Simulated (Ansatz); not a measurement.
The crystal is BaIBr (Pnma).

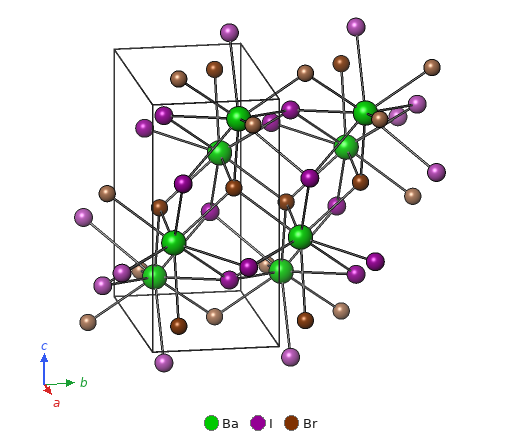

The structure (barium green, iodine purple, bromine brown). 1×2×1 cells are drawn. Some periodic images of atoms are drawn too.

It takes space group Pnma (No. 62, orthorhombic). The conventional cell has a = 8.814 Å, b = 5.124 Å, c = 10.192 Å, α = 90.00°, β = 90.00°, γ = 90.00°. Ba has 4 Br at 3.31 to 3.34 Å and 5 I at 3.67 to 3.76 Å nearest. I has 5 Ba at 3.67 to 3.76 Å nearest. Br has 4 Ba at 3.31 to 3.34 Å nearest. Farther neighbours and most contacts between anions are not listed.

```xyz
12
Lattice="8.8145 0.0000 0.0000 0.0000 5.1243 0.0000 0.0000 0.0000 10.1917" Properties=species:S:1:pos:R:3 pbc="T T T"
Ba    6.4242    1.2811    3.8233
Ba    2.3903    3.8432    6.3684
Ba    6.7975    3.8432    8.9191
Ba    2.0170    1.2811    1.2726
I     4.1570    1.2811    8.4772
I     4.6575    3.8432    1.7145
I     0.2502    3.8432    3.3814
I     8.5642    1.2811    6.8103
Br    7.5493    1.2811    0.6796
Br    1.2651    3.8432    9.5120
Br    5.6724    3.8432    5.7755
Br    3.1421    1.2811    4.4162
```

The cell and positions are those that the Materials Project relaxed with its own functionals (PBE, PBE+U or r2SCAN), kept fixed. Spin-orbit coupling is left out unless a run names it. PAW set soft_2, made with PBE.

Gaps computed with Ansatz 0.2.0 without a self-energy: LDA 3.35 eV, r2SCAN 3.99 eV and r2SCAN+SOC 3.74 eV. The mean ε∞ by r2SCAN perturbation theory is 3.76.

Estimate the G0W0@r2SCAN gap with 2×4×2 mesh, 1374 empty bands, screening to 120 eV, default PAW files.

About 5.52 eV: on its mesh the run moves the gap from 3.99 eV by +1.53 eV. Among the scalar-relativistic levels given, r2SCAN is nearest (−1.53 eV). One-shot corrections scale roughly with one over ε∞, here 0.27. Spin-orbit coupling is not in that value; its −0.26 eV at the r2SCAN level would bring it to about 5.27 eV. Bands and cutoff are finite, so the gap is not at the basis limit. The miss can reach some tenths of an eV and take either sign; the mesh is an error of its own. The many-body steps are scalar-relativistic: spin-orbit coupling is not in them.

[Paths, hosts, dates, memory and timing lines, banners, echoed tables and standing remarks are left out of the program output.]

[Logs are printed without paths, hosts, clocks, repeated set-up lines and the standing remarks that a program may print on its own settings, such as how far it seeks lower states.]

[Runs of the session that timed out or met a known fault of the program may be left out.]

[Cells called generated may have been cut or substituted from an entry of the Crystallography Open Database or the Materials Project.]

[Hosts, paths, dates, database ids (printed as entryN), source tags and the programs' standing remarks are cut or masked in the printed files.]
